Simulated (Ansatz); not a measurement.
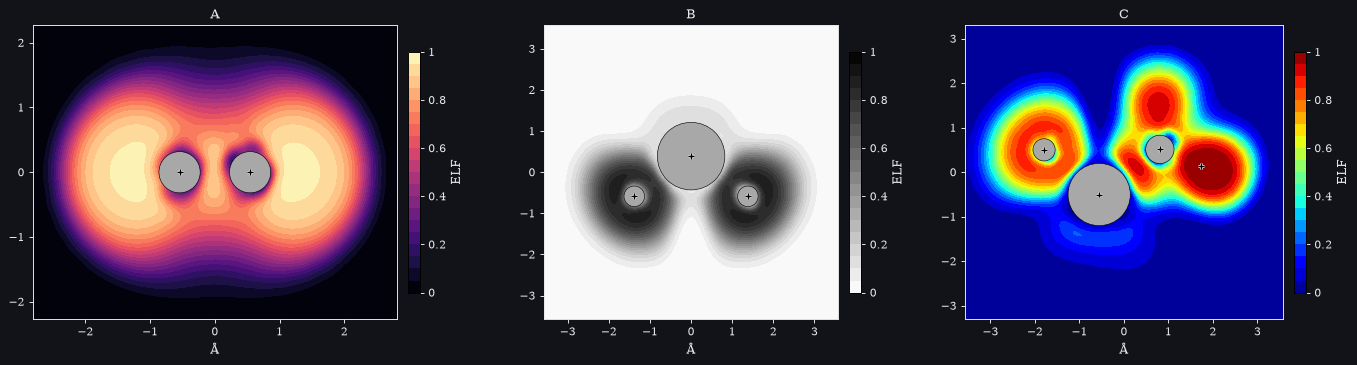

The ELF of 3 systems, each on a plane through atoms (crosses mark nuclei in the plane; grey discs cover the cores).

Level of theory: RKS PBE0-D4/def2-TZVPP (Ansatz).

System 1: FH4NOSi, the plane of atoms Si2, N1 and H6. Geometry: PBE0-D4/def2-TZVP.

```xyz
8

N    -1.0125    0.5820   -0.1154
Si    0.5773   -0.0147   -0.1822
O     0.8374   -1.0942    1.0091
F     0.6942   -0.6658   -1.6344
H    -1.4688    0.9167   -0.9480
H    -1.3755    1.0220    0.7136
H     1.6855    0.9487   -0.0553
H     0.1547   -1.7518    1.1569
```

System 2: N2 (SMILES N#N), a plane that holds the molecular axis. Geometry: PBE0-D4/def2-TZVP.

```yaml
atoms:
  - { symbol: N, position_ang: [0.4655, -0.1503, 0.2398] }
  - { symbol: N, position_ang: [-0.4655, 0.1503, -0.2398] }
```

System 3: F4Ge (SMILES [F][Ge]([F])([F])[F]), the plane of atoms F3, Ge2 and F4. Geometry: PBE0-D4/def2-TZVP.

```yaml
atoms:
  - { symbol: F, position_ang: [-0.4445, 0.0807, 1.6182] }
  - { symbol: Ge, position_ang: [0.0100, -0.0147, -0.0083] }
  - { symbol: F, position_ang: [1.2881, -1.1104, -0.1731] }
  - { symbol: F, position_ang: [-1.3061, -0.5406, -0.9316] }
  - { symbol: F, position_ang: [0.5025, 1.5113, -0.5466] }
```

Q: Match each panel to its system.

A: Panel A is system 2, N2: the plane holds N. N–N (1.09 Å): the ELF peaks at about 0.85 between the atoms: a short, multiple covalent bond. Panel B is system 3, F4Ge: the plane holds Ge and F. Ge–F (1.69 Å): the ELF peaks at about 0.80 in the valence shell of F, 0.5 Å from its nucleus, and is about 0.25 at the midpoint. Panel C is system 1, FH4NOSi: the plane holds N, Si, F and H. Si–F (1.60 Å): the ELF peaks at about 0.85 in the valence shell of F, 0.6 Å from its nucleus, and is about 0.50 at the midpoint.
